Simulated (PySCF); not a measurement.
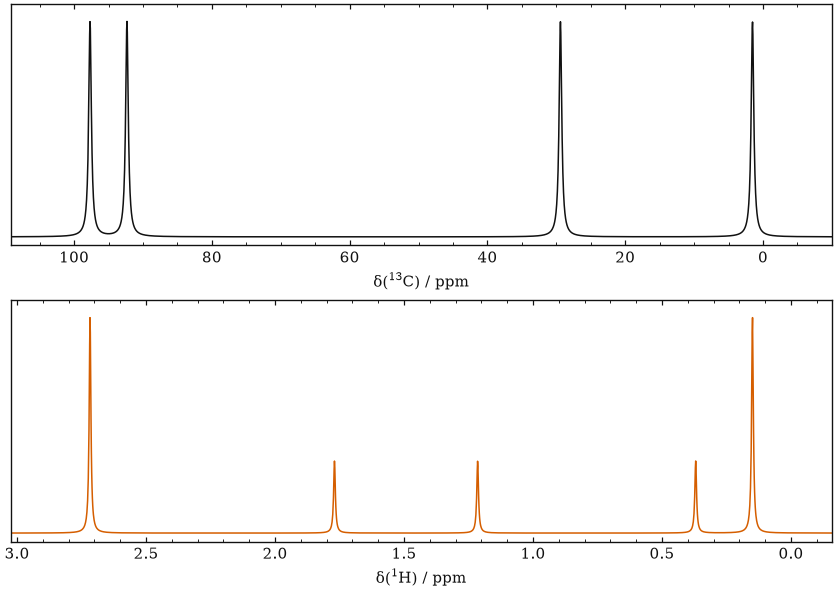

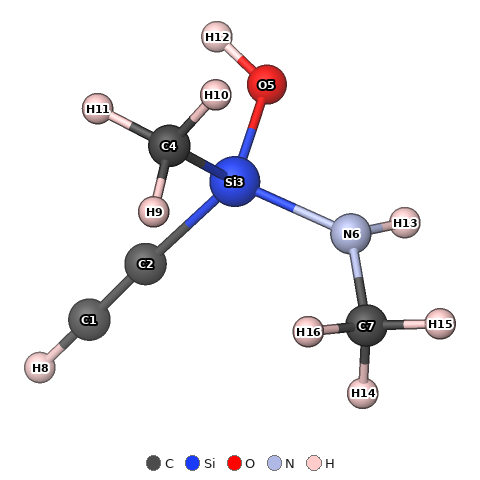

Spectrum and numbered structure of C₄H₉NOSi, SMILES C#C[Si@](C)(O)NC. GIAO shifts, PBE0/pcSseg-1, PySCF, at a GFN2-xTB geometry (no frequency check), against TMS for ¹³C and TMS for ¹H computed at the same level. Gas phase, fully decoupled, line heights follow the number of nuclei, widths are arbitrary (no quadrupolar broadening); values of one conformer, averaged over methyl-type rotors and exact or near symmetry; other conformers aren't averaged in. Protons on N, O or S are those of the isolated molecule, without hydrogen bonds to neighbours or exchange.

### Assign the ¹³C signals to the numbered atoms.

```
δ (ppm)  nuclei  atoms
   97.7       1     C1
   92.3       1     C2
   29.4       1     C7
    1.5       1     C4
```

### Which atoms give which ¹H line?

```csv
δ (ppm),nuclei,atoms
2.72,3,"H14, H15, H16"
1.77,1,H8
1.21,1,H12
0.37,1,H13
0.15,3,"H9, H10, H11"
```

Known limits of this run: the tight-binding geometry is rougher than a DFT one and adds to the error.
